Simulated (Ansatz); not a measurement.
C2H10AlGeN

Input

```
crystal:
  periodic: [false, false, false]
  atoms:
    - {symbol: C, position_ang: [-1.866795, -2.068353, -2.958496]}
    - {symbol: C, position_ang: [0.364072, 0.273229, -1.840432]}
    - {symbol: Al, position_ang: [-1.284427, -0.206679, -2.785709]}
    - {symbol: Ge, position_ang: [0.316682, -0.174226, 0.073923]}
    - {symbol: N, position_ang: [-2.304649, 1.100167, -3.433304]}
    - {symbol: H, position_ang: [-1.076579, -2.701902, -3.397889]}
    - {symbol: H, position_ang: [-2.087024, -2.494882, -1.963529]}
    - {symbol: H, position_ang: [-2.771792, -2.186054, -3.576709]}
    - {symbol: H, position_ang: [-2.093146, 2.092802, -3.387402]}
    - {symbol: H, position_ang: [-3.194166, 0.963756, -3.905029]}
    - {symbol: H, position_ang: [1.221793, -0.275854, -2.268186]}
    - {symbol: H, position_ang: [0.586715, 1.349998, -1.930212]}
    - {symbol: H, position_ang: [1.615710, 0.238454, 0.805906]}
    - {symbol: H, position_ang: [-0.869336, 0.543209, 0.762926]}
    - {symbol: H, position_ang: [0.119311, -1.696404, 0.261669]}
basis:
  gaussian: {orbitals: def2-SVPD}
hamiltonian: {xc: pbe0}
output: {forces: true, orbitals: {seedname: orbitals}}
```

Launched as:

```sh
ansatz run input.yaml --threads 2 --pin off --max-ram 5220MiB --events-out events.jsonl --progress --plain --runs-dir runs
```

Geometry: B3LYP-D3(BJ)/def2-SVP.

These are results of isolated molecule in a Gaussian basis; Kohn-Sham density functional theory, functional PBE0 (Ansatz 0.2.0), not measurements.

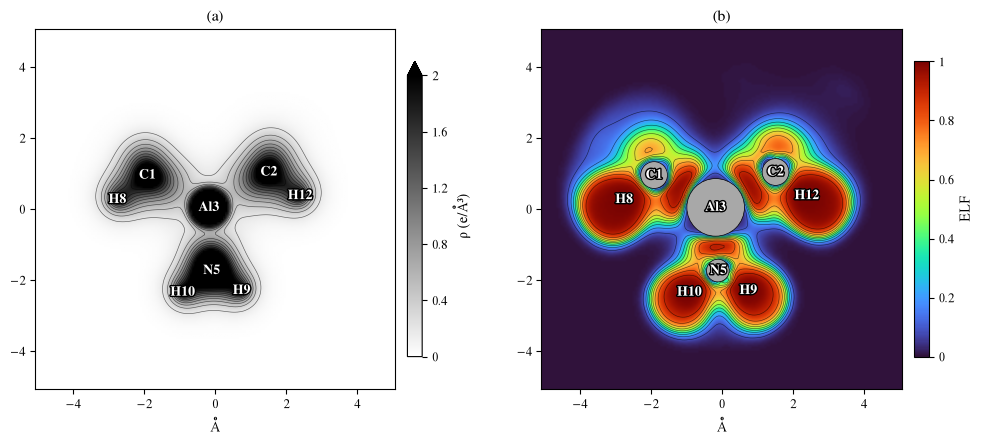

Figure 1. (a) electron density; (b) ELF on the plane of atoms Al3, N5 and H10. Grey discs cover the atomic cores in the ELF map.

Question: What do the fields say about this system?

Answer: The plane passes through C, Al, N and H nuclei.
Al–N (1.78 Å): ρ is about 0.83 e/Å³ halfway; the ELF peaks at about 0.90 in the valence shell of N, 0.7 Å from its nucleus, and is about 0.65 at the midpoint.
C–Al (1.96 Å): the density is about 0.73 e/Å³ at the midpoint; the ELF peaks at about 0.95 between the atoms, as expected for a polar covalent bond.
N–H (1.02 Å): the density is about 2.8 e/Å³ at the midpoint; the ELF climbs to about 1 towards the hydrogen, as it does in any bond to H (an ordinary covalent bond to hydrogen).
C–H (1.10 Å): ρ at the midpoint is about 1.8 e/Å³; the ELF climbs to about 1 towards the hydrogen: an ordinary covalent bond to hydrogen.

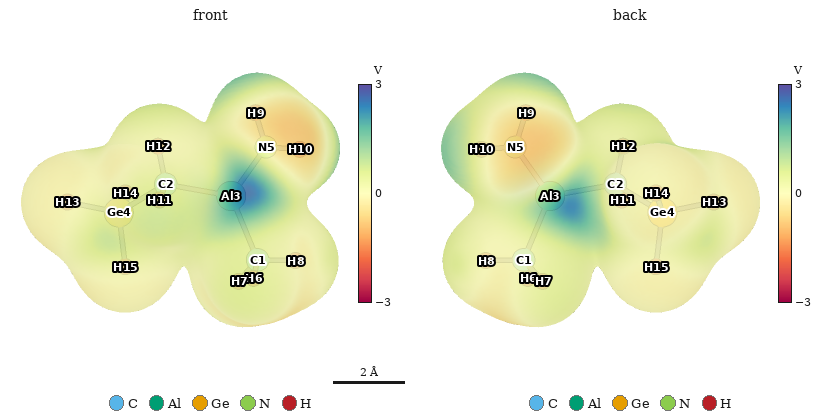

Figure 2. The molecular electrostatic potential painted on the density surface at 0.002 e/bohr³, seen from the front and from behind; the colour scale runs from red (negative) to blue (positive).

Question: Describe the electrostatic potential map.

Answer: The most negative region (about −0.8 V) lies over N5, the most positive (about +2.3 V) over Al3.

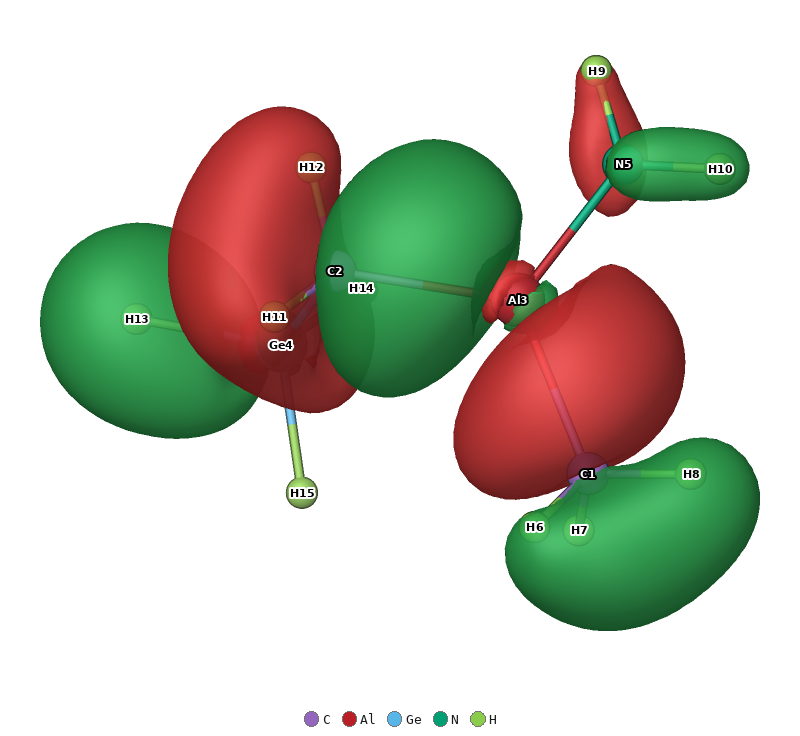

Figure 3. The HOMO−1 at ±0.06 Å⁻³ᐟ² (green and red are the two phases), seen at a tilt.

Question: Where does this orbital lie, and at what energy?

Answer: By Hirshfeld shares it lies mainly on C2 (about 30 %), C1 (about 25 %), Al3 (about 15 %) and Ge4 (about 10 %). Its energy is −7.64 eV.
